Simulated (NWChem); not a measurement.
# doublet NH+: levels of theory compared

Wanted: a comparison of 6 runs (U-revPBE/aug-cc-pVTZ, UBLYP/aug-cc-pVTZ, UCAM-B3LYP/aug-cc-pVTZ, UM06-2X/aug-cc-pVTZ, UM06-L/aug-cc-pVTZ, USVWN5/aug-cc-pVTZ) of doublet NH+. 

The calculation is run with NWChem 7.3.0.

1 further run of the same task is left out (set aside as unsound or not needed).

## 1. The molecule

NH+ has 2 atoms, charge +1, and is taken as a doublet. SMILES of the parent species: `[NH]`. The bond length is the one measured for the parent species. That shape belongs to the parent species and isn't relaxed for this state.

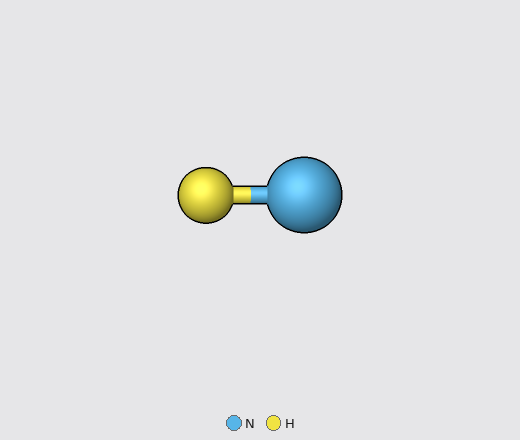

The structure, seen from a chosen angle (nitrogen blue, hydrogen yellow).

## 2. The energy at U-revPBE/aug-cc-pVTZ (run 1)

run.py reads:

```python
from ase import Atoms
from ase.calculators.nwchem import NWChem

mol = Atoms('NH', positions=[
    [0.000000, 0.000000, 0.000000],
    [0.000000, 0.000000, 1.036210],
])

calc = NWChem(
    label='sp',
    theory='dft',
    memory='2200 mb',
    basis='aug-cc-pVTZ',
    basispar='spherical bse',
    charge=1,
    dft={'xc': 'revpbe cpbe96', 'mult': '2', 'grid': 'xfine', 'convergence': 'energy 1e-08', 'iterations': '100', 'mulliken': None},
    task='energy',
)
mol.calc = calc

e = mol.get_potential_energy()
print(f"E = {e:.6f} eV")
```

Started as:

```console
$ export ASE_NWCHEM_COMMAND="nwchem PREFIX.nwi > PREFIX.nwo"
$ python run.py
```

Log:

```text
E = -1489.121081 eV
```

The calculator wrote sp.nwi:

```
title "sp"

permanent_dir sp

scratch_dir sp

start sp

geometry units angstrom nocenter noautosym noautoz
  N  0.0000000000000000e+00 0.0000000000000000e+00 0.0000000000000000e+00
  H  0.0000000000000000e+00 0.0000000000000000e+00 1.0362100000000001e+00
end

charge 1

memory 2200 mb

basis spherical bse noprint
   * library aug-cc-pVTZ
end

dft
  xc revpbe cpbe96
  mult 2
  grid xfine
  convergence energy 1e-08
  iterations 100
  mulliken
end

task dft energy
```

sp.nwo:

```text
Northwest Computational Chemistry Package (NWChem) 7.3.0
             --------------------------------------------------------

           Job information
           ---------------

    nwchem branch   = 7.3.0
    use scalapack   = T
    input           = sp.nwi
    prefix          = sp.
    data base       = sp/sp.db
    status          = startup
    nproc           =        1

           Memory information
           ------------------

    heap     =     72089596 doubles =      550.0 Mbytes
    stack    =     72089601 doubles =      550.0 Mbytes
    global   =    144179200 doubles =     1100.0 Mbytes (distinct from heap & stack)
    total    =    288358397 doubles =     2200.0 Mbytes
    verify   = yes
    hardfail = no

[... 74 lines left out ...]
  convergence criterion.
[... 17 lines left out ...]
          Convergence on gradient requested:  5.00D-04
[... 22 lines left out ...]
          Convergence aids based upon iterative change in
[... 30 lines left out ...]
 1-e energy   =     -71.014726
[... 48 lines left out ...]
         Total DFT energy =      -54.724190791909
[... 2 lines left out ...]
    Exchange-Corr. energy =       -6.778743063849
[... 516 lines left out ...]
                     DFT Final Beta Molecular Orbital Analysis
[... 584 lines left out ...]
 center of mass
 --------------
 x =   0.00000000 y =   0.00000000 z =   0.13146954

 moments of inertia (a.u.)
 ------------------
           3.604915006567           0.000000000000           0.000000000000
           0.000000000000           3.604915006567           0.000000000000
           0.000000000000           0.000000000000           0.000000000000

     Multipole analysis of the density
     ---------------------------------

     L   x y z        total         alpha         beta         nuclear
     -   - - -        -----         -----         ----         -------
     0   0 0 0      1.000000     -4.000000     -3.000000      8.000000

     1   1 0 0      0.000000      0.000000     -0.000000      0.000000
[... 8 lines of this table left out ...]
     2   0 0 2     -2.121820     -3.137823     -2.818360      3.834363

 Task  times  cpu:        7.5s     wall:        7.5s
 Total times  cpu:        7.5s     wall:        7.5s
```

It took 8.7 s on 1 thread of Intel Xeon Platinum 8375C at 2.90GHz (Ice Lake), shared host; peak memory 0.11 GiB.

## 3. A single-point energy at UBLYP/aug-cc-pVTZ (run 2)

m1.nw reads:

```
start m1
title "HN energy"
memory total 2200 mb
charge 1
geometry noautosym nocenter noautoz
 N     0.000000    0.000000    0.000000
 H     0.000000    0.000000    1.036210
end
basis "ao basis" spherical bse
 N library aug-cc-pVTZ
 H library aug-cc-pVTZ
end
dft
 xc becke88 lyp
 mult 2
 grid xfine
 convergence energy 1e-08
 maxiter 100
 mulliken
end
task dft energy
```

Started as:

```console
$ nwchem m1.nw > m1.out
```

Log:

```text
[...]
          Wavefunction type:  spin polarized.
          No. of atoms     :     2
          No. of electrons :     7
[...]
          Charge           :     1
          Spin multiplicity:     2
[...]
          AO basis - number of functions:    69
[...]
              XC Information
              --------------
                    Becke 1988 Exchange Functional  1.000
              Lee-Yang-Parr Correlation Functional  1.000
[...]
 d= 0,ls=0.0,diis     1    -54.6977982190 -5.83D+01  3.11D-03  1.69D-01     1.1
[...]
 d= 0,ls=0.0,diis     7    -54.7294047784 -6.50D-09  1.07D-06  1.95D-10     6.7
[...]
         Total DFT energy =      -54.729404778410
      One electron energy =      -77.685801424902
           Coulomb energy =       26.166247515458
    Exchange-Corr. energy =       -6.784648200586
 Nuclear repulsion energy =        3.574797331620
[...]
      Total Density - Mulliken Population Analysis
     ---------------------------------------------
    Atom       Charge   Shell Charges
 -----------   ------   -------------------------------------------------------
    1 N    7     6.40   1.95  0.30  1.11  0.61  0.03  0.80  1.19  0.40  0.00  0.00  0.01  0.00  0.00 -0.00
    2 H    1     0.60   0.25  0.35 -0.05 -0.00  0.01  0.03 -0.01  0.00  0.01
[...]
      <S2> =      0.7520 (Exact =     0.7500)
[...]
```

Wall time 7.5 s (1 thread of Intel Xeon Platinum 8375C at 2.90GHz (Ice Lake), shared host); peak memory 0.11 GiB.

## 4. A single-point energy at UCAM-B3LYP/aug-cc-pVTZ (run 3)

run.py reads:

```python
from ase import Atoms
from ase.calculators.nwchem import NWChem

mol = Atoms('NH', positions=[
    [0.000000, 0.000000, 0.000000],
    [0.000000, 0.000000, 1.036210],
])

calc = NWChem(
    label='hn',
    theory='dft',
    memory='2200 mb',
    basis='aug-cc-pVTZ',
    basispar='spherical bse',
    charge=1,
    dft={'xc': 'xcamb88 1.00 lyp 0.81 vwn_5 0.19 hfexch 1.00', 'cam': '0.33 cam_alpha 0.19 cam_beta 0.46', 'mult': '2', 'grid': 'xfine', 'convergence': 'energy 1e-08', 'direct': None, 'iterations': '100', 'mulliken': None},
    task='energy',
)
mol.calc = calc

print("Total energy (eV):", round(mol.get_potential_energy(), 6))
```

Started as:

```console
$ export ASE_NWCHEM_COMMAND="nwchem PREFIX.nwi > PREFIX.nwo"
$ python run.py
```

Log:

```text
Total energy (eV): -1488.846483
```

The calculator wrote hn.nwi:

```
title "hn"

permanent_dir hn

scratch_dir hn

start hn

geometry units angstrom nocenter noautosym noautoz
  N  0.0000000000000000e+00 0.0000000000000000e+00 0.0000000000000000e+00
  H  0.0000000000000000e+00 0.0000000000000000e+00 1.0362100000000001e+00
end

charge 1

memory 2200 mb

basis spherical bse noprint
   * library aug-cc-pVTZ
end

dft
  xc xcamb88 1.00 lyp 0.81 vwn_5 0.19 hfexch 1.00
  cam 0.33 cam_alpha 0.19 cam_beta 0.46
  mult 2
  grid xfine
  convergence energy 1e-08
  direct
  iterations 100
  mulliken
end

task dft energy
```

hn.nwo:

```text
Northwest Computational Chemistry Package (NWChem) 7.3.0
             --------------------------------------------------------

           Job information
           ---------------

    nwchem branch   = 7.3.0
    use scalapack   = T
    input           = hn.nwi
    prefix          = hn.
    data base       = hn/hn.db
    status          = startup
    nproc           =        1

           Memory information
           ------------------

    heap     =     72089598 doubles =      550.0 Mbytes
    stack    =     72089595 doubles =      550.0 Mbytes
    global   =    144179200 doubles =     1100.0 Mbytes (distinct from heap & stack)
    total    =    288358393 doubles =     2200.0 Mbytes
    verify   = yes
    hardfail = no

[... 73 lines left out ...]
  convergence criterion.
[... 18 lines left out ...]
          Convergence on gradient requested:  5.00D-04
[... 30 lines left out ...]
          Convergence aids based upon iterative change in
[... 30 lines left out ...]
 1-e energy   =     -71.014726
[... 48 lines left out ...]
         Total DFT energy =      -54.714099505815
[... 2 lines left out ...]
    Exchange-Corr. energy =       -6.769151288676
[... 510 lines left out ...]
                     DFT Final Beta Molecular Orbital Analysis
[... 585 lines left out ...]
 center of mass
 --------------
 x =   0.00000000 y =   0.00000000 z =   0.13146954

 moments of inertia (a.u.)
 ------------------
           3.604915006567           0.000000000000           0.000000000000
           0.000000000000           3.604915006567           0.000000000000
           0.000000000000           0.000000000000           0.000000000000

     Multipole analysis of the density
     ---------------------------------

     L   x y z        total         alpha         beta         nuclear
     -   - - -        -----         -----         ----         -------
     0   0 0 0      1.000000     -4.000000     -3.000000      8.000000

     1   1 0 0     -0.000000     -0.000000      0.000000      0.000000
[... 8 lines of this table left out ...]
     2   0 0 2     -2.088188     -3.111051     -2.811501      3.834363

 Task  times  cpu:       16.1s     wall:       16.1s
 Total times  cpu:       16.1s     wall:       16.1s
```

Wall time 17 s (1 thread of Intel Xeon Platinum 8375C at 2.90GHz (Ice Lake), shared host); peak memory 0.11 GiB.

Runs 4 to 5 aren't shown in full; the table further down has their settings and results.

## 5. A single-point energy at USVWN5/aug-cc-pVTZ (run 6)

calc.nw reads:

```
start calc
title "HN SVWN5"
memory stack 880 mb heap 220 mb global 1100 mb
charge 1

geometry units angstrom noautosym nocenter noautoz
N      0.000000     0.000000     0.000000
H      0.000000     0.000000     1.036210
end

basis spherical bse
* library aug-cc-pVTZ
end

dft
xc slater vwn_5
mult 2
grid xfine
convergence energy 1e-08
maxiter 100
mulliken
end

task dft energy
```

Started as:

```console
$ nwchem calc.nw > calc.out
```

Log:

```text
[...]
          Wavefunction type:  spin polarized.
          No. of atoms     :     2
          No. of electrons :     7
[...]
          Charge           :     1
          Spin multiplicity:     2
[...]
          AO basis - number of functions:    69
[...]
              XC Information
              --------------
                        Slater Exchange Functional  1.000 local
                      VWN V Correlation Functional  1.000 local
[...]
 d= 0,ls=0.0,diis     1    -54.2097865214 -5.78D+01  4.03D-03  3.14D-01     0.6
[...]
 d= 0,ls=0.5,diis    11    -54.2486594188 -2.78D-09  2.67D-07  9.35D-10     4.7
[...]
         Total DFT energy =      -54.248659419482
      One electron energy =      -77.622719750094
           Coulomb energy =       26.073325477887
    Exchange-Corr. energy =       -6.274062478896
 Nuclear repulsion energy =        3.574797331620
[...]
      Total Density - Mulliken Population Analysis
     ---------------------------------------------
    Atom       Charge   Shell Charges
 -----------   ------   -------------------------------------------------------
    1 N    7     6.37   1.91  0.31  1.13  0.63  0.03  0.80  1.18  0.38 -0.00  0.00  0.01 -0.00 -0.00 -0.00
    2 H    1     0.63   0.24  0.38 -0.05 -0.00  0.01  0.04 -0.01  0.00  0.01
[...]
      <S2> =      0.7516 (Exact =     0.7500)
[...]
```

It took 5.7 s on 1 thread of Intel Xeon Platinum 8375C at 2.90GHz (Ice Lake), shared host; peak memory 0.11 GiB.

## 6. Overview of the runs

```tsv
run	level	energy (Eh)	HOMO energy (eV)	LUMO energy (eV)	⟨S²⟩	wall time
1	U-revPBE/aug-cc-pVTZ	-54.724191	-20.46	-19.58	0.752	8.7 s
2	UBLYP/aug-cc-pVTZ	-54.729405	-20.38	-19.50	0.752	7.5 s
3	UCAM-B3LYP/aug-cc-pVTZ	-54.714100	-24.11	-16.29	0.752	17 s
4	UM06-2X/aug-cc-pVTZ	-54.718327	-24.16	-15.88	0.752	22 s
5	UM06-L/aug-cc-pVTZ	-54.731800	-20.65	-18.58	0.753	25 s
6	USVWN5/aug-cc-pVTZ	-54.248659	-20.35	-20.23	0.752	5.7 s
```

## 7. Summary of results

| quantity | value |
| --- | --- |
| run 6: total energy | -54.24866 Eh |
| run 6: HOMO energy (highest over α and β) | -20.35 eV |
| run 6: LUMO energy (lowest over α and β) | -20.23 eV |
| run 6: ⟨S²⟩ | 0.752 |

What this shows: Totals of different functionals can't be ranked against each other. All runs together took 85 s, the longest 25 s.
